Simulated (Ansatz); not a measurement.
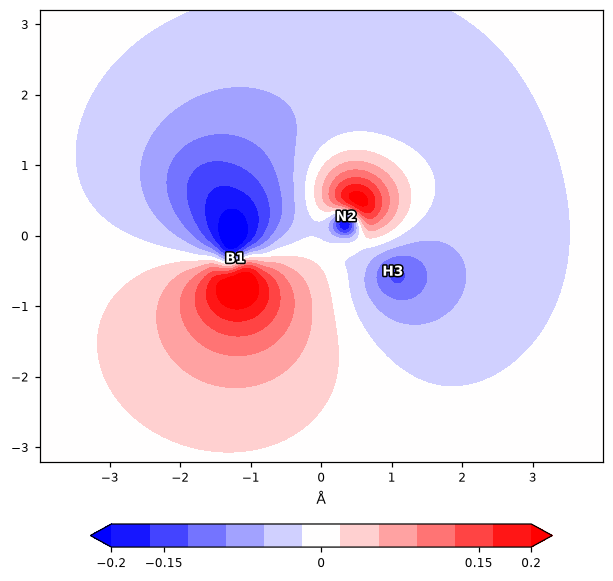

The picture shows: BH4N. One frontier orbital on the plane of atoms B1, N2 and H3 (values in Å⁻³ᐟ²; the overall sign is arbitrary).

Geometry: B3LYP-D3(BJ)/def2-SVP.

Level of theory: Ansatz, isolated molecule in a Gaussian basis; Kohn-Sham density functional theory, functional PBE0.

```xyz
6

B     0.5171   -1.4049    1.7478
N    -0.5569   -0.6966    0.6653
H    -0.8093   -1.3673   -0.0619
H     1.0168   -0.3592    2.1916
H    -0.3733    0.2230    0.2224
H    -1.4008   -0.6014    1.2502
```

> Which orbital is it: HOMO or LUMO?

The LUMO, at −0.91 eV. It lies mainly on B1 (about 70 %), H4 (about 10 %) and N2 (about 10 %).
